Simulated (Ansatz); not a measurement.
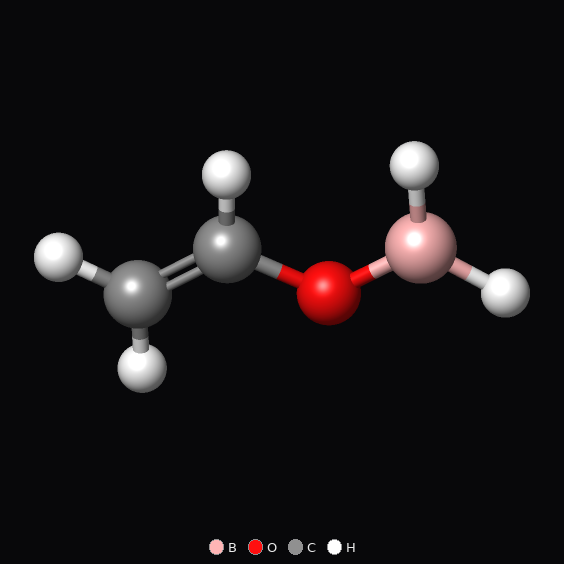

Rendered structure (ball-and-stick style).

Which formula does it have?

Answer. C2H5BO, 9 atoms: 2 carbon, 5 hydrogen, 1 boron and 1 oxygen.

How many atoms are distinct by symmetry?

Answer. 9: 1 B, 1 O, 1 C, 1 C, 1 H, 1 H, 1 H, 1 H, 1 H.

Name some functional groups or characteristic bonds that it holds.

Answer. Among them: alkene, B–H bond.

Describe its rings.

Answer. It has no ring.

More results for the same structure follow; atom numbers are the same in all pictures, views and colours differ. The geometry was computed by an optimisation with PBE0-D4/def2-TZVP. No frequency run is at hand to confirm it as a minimum.

Dipole moment

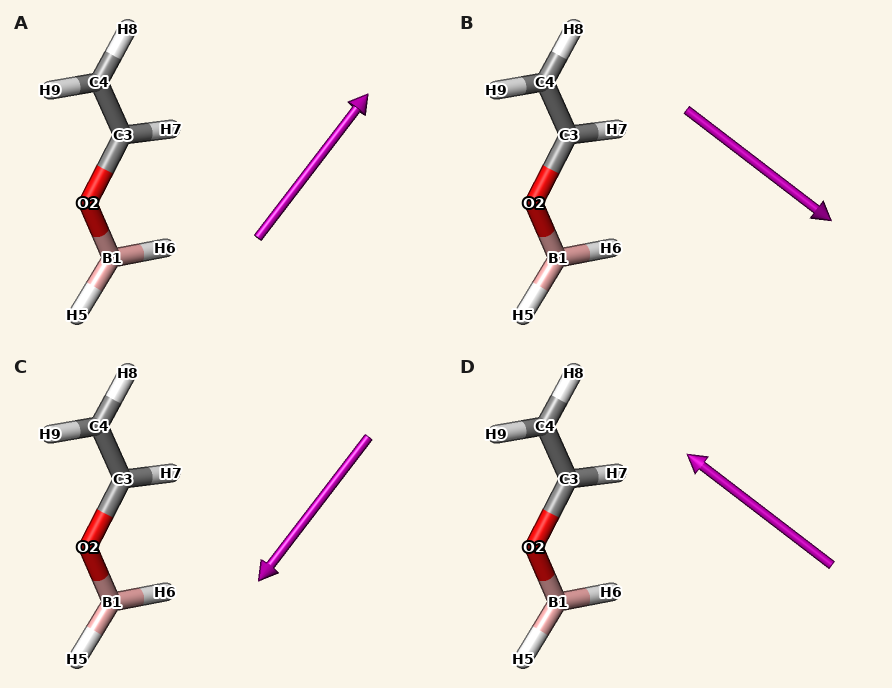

The same molecule four times, each with an arrow. No frequency run is at hand to confirm it as a minimum. Level of theory: RKS PBE0-D4/def2-TZVP (Ansatz 0.2.0).

Which arrow points along the dipole moment, from the negative to the positive end?

Answer. A. The dipole moment is 1.06 D; it points from the side of H5 to the side of H8 (the outermost atoms at the two ends).

Electronic properties

No frequency run is at hand to confirm it as a minimum. Level of theory: RKS PBE0-D4/def2-TZVPP (Ansatz 0.2.0).

What is the LUMO energy (Kohn–Sham orbital)?

Answer. −0.83 eV.

Give the HOMO energy (Kohn–Sham orbital) at this level.

Answer. −7.51 eV.

Give the dispersion correction at this level.

Answer. −10.0 kJ/mol.

Charges

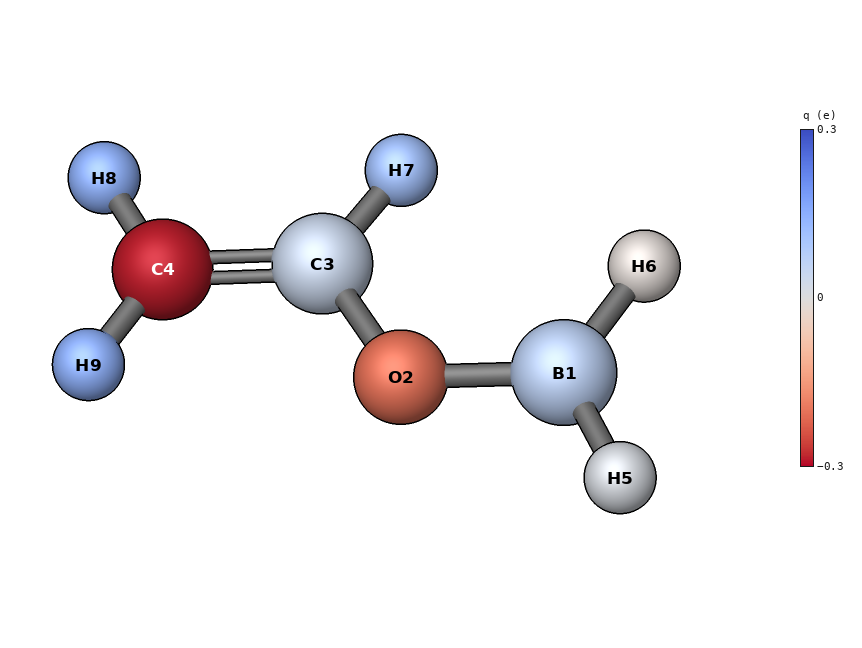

Atoms are coloured by their Mulliken charges. No frequency run is at hand to confirm it as a minimum. Properties computed with RKS PBE0-D4/def2-TZVP (Ansatz 0.2.0).

Which atom carries the highest charge (most positive or least negative)?

Answer. H8, H9 (0.14 e).

And the lowest?

Answer. C4 (−0.28 e).

List the Mulliken charges.

```json
{"atom": "B1", "value (e)": "0.06"}
{"atom": "O2", "value (e)": "−0.20"}
{"atom": "C3", "value (e)": "0.04"}
{"atom": "C4", "value (e)": "−0.28"}
{"atom": "H5", "value (e)": "0.01"}
{"atom": "H6", "value (e)": "−0.01"}
{"atom": "H7", "value (e)": "0.11"}
{"atom": "H8", "value (e)": "0.14"}
{"atom": "H9", "value (e)": "0.14"}
```

Mulliken values depend strongly on the basis set and can even reverse the polarity of a bond.
